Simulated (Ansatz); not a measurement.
**ClF$_{3}$H$_{2}$OW···H$_{2}$O: density, localisation and related maps**

Input

```
crystal:
  periodic: [false, false, false]
  atoms:
    - { symbol: W, position_ang: [0.0, 0.0, 0.0] }
    - { symbol: H, position_ang: [0.0, 0.0, 2.07] }
    - { symbol: O, position_ang: [1.94, 0.0, 0.0] }
    - { symbol: H, position_ang: [2.2771, -0.9519, -0.0197] }
    - { symbol: F, position_ang: [0.0, 1.85, 0.0] }
    - { symbol: Cl, position_ang: [-2.39, 0.0, 0.0] }
    - { symbol: F, position_ang: [0.0, -1.85, 0.0] }
    - { symbol: F, position_ang: [0.0, 0.0, -1.85] }
    - { symbol: O, position_ang: [-1.5969, 1.4031, 0.7063] }
    - { symbol: H, position_ang: [-2.4693, 1.1782, 0.2499] }
    - { symbol: H, position_ang: [-0.7937, 0.6974, 1.9256] }
basis:
  gaussian: { orbitals: def2-SVP }
hamiltonian:
  xc: pbe0
relax:
  f_tol: 0.15
  max_steps: 25
  restrain:
    - { distance: [0, 8], at: 3.14, k: 30.0 }
    - { distance: [10, 1], at: 1.86, k: 30.0 }
    - { distance: [0, 1], at: 1.72, k: 30.0 }
    - { distance: [10, 8], at: 1.01, k: 30.0 }
output:
  orbitals: {}
```

Command:

```sh
ansatz run input.yaml --threads 4 --pin off --max-ram 5120MiB --backend cpu --events-out ev --progress --plain --runs-dir out
```

The fields are those of the run's last geometry, not of the input's.

Core potentials replace the inner electrons of W; not at a stationary point (largest force 0.9 eV/Å).

Method: RKS PBE0/def2-SVP in Ansatz 0.2.0.

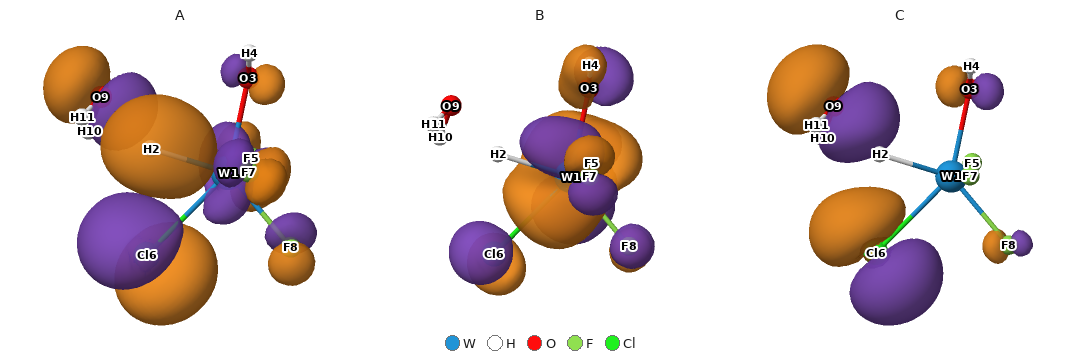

Figure 1. Three frontier orbitals at ±0.1 Å⁻³ᐟ² (orange and purple are the two phases), in no order.

### Order the three orbitals by energy and name them.

C is the HOMO−1 (−9.24 eV). By Hirshfeld shares it lies mainly on O9 (about 50 %) and Cl6 (about 35 %); largely a combination of lone pairs on O9 and Cl6. A is the HOMO (−8.90 eV). Its weight (Hirshfeld) is mainly on Cl6 (about 35 %), W1 (about 20 %), H2 (about 15 %) and O9 (about 15 %). B is the LUMO (−3.91 eV). By Hirshfeld shares it lies mainly on W1 (about 65 %), Cl6 (about 10 %), F5 (about 5 %) and O3 (about 5 %).

### What is the HOMO–LUMO gap?

4.99 eV between the orbital energies.

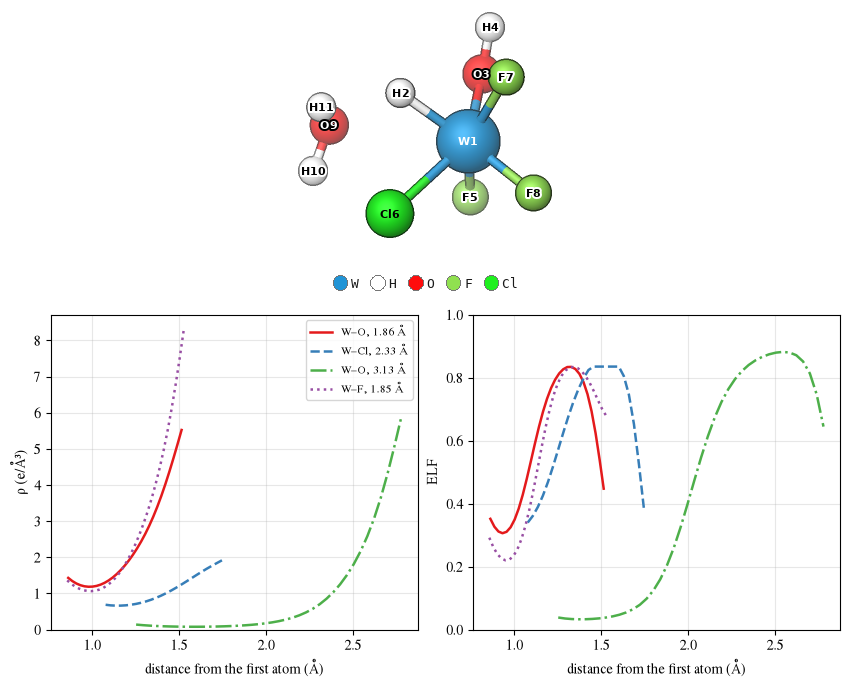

Figure 2. Electron density and electron localisation function along straight lines between neighbouring atoms. The curves leave out the atomic cores. The structure is drawn too.

### Compare the contacts.

W–O (1.86 Å): the density is about 1.2 e/Å³ at the midpoint; the ELF peaks at about 0.85 in the valence shell of O, 0.5 Å from its nucleus, and drops to about 0.30 between the two atoms.
W–Cl (2.33 Å): ρ is about 0.66 e/Å³ halfway; the ELF peaks at about 0.85 in the valence shell of Cl, 0.9 Å from its nucleus, and is about 0.45 at the midpoint.
W1···O9 (3.13 Å): the density falls to about 0.08 e/Å³ on the way; the ELF dips to about 0.05 between them.
W–F (1.85 Å): ρ at the midpoint is about 1.1 e/Å³; the ELF peaks at about 0.85 in the valence shell of F, 0.5 Å from its nucleus, and drops to about 0.20 between the two atoms.

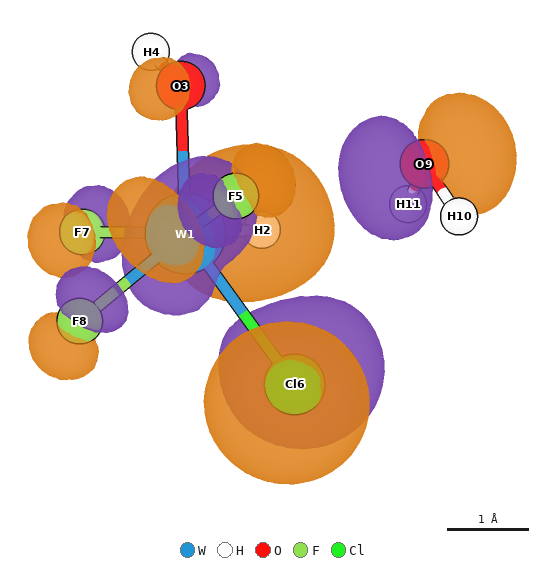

Figure 3. The HOMO at ±0.1 Å⁻³ᐟ² (orange and purple are the two phases), seen at an oblique angle.

### Where does this orbital lie, and at what energy?

Its weight (Hirshfeld) is mainly on Cl6 (about 35 %), W1 (about 20 %), H2 (about 15 %) and O9 (about 15 %). Its energy is −8.90 eV.
